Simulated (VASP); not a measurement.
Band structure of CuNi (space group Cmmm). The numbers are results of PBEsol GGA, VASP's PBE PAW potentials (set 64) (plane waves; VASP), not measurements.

The run has a spin-polarised start.

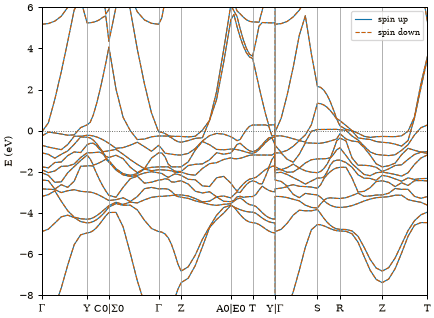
Figure. Bands along high-symmetry lines, zero at the valence-band maximum or, without a gap, the Fermi level

Read the plot: is there a gap, and where are the band edges?

It has no gap at this level: it comes out as a metal or semimetal. (Edges off the drawn lines would not show.)

The structure comes from a computed database's CuNi entry (Cmmm); how it stands against other phases isn't given here. It was relaxed first.
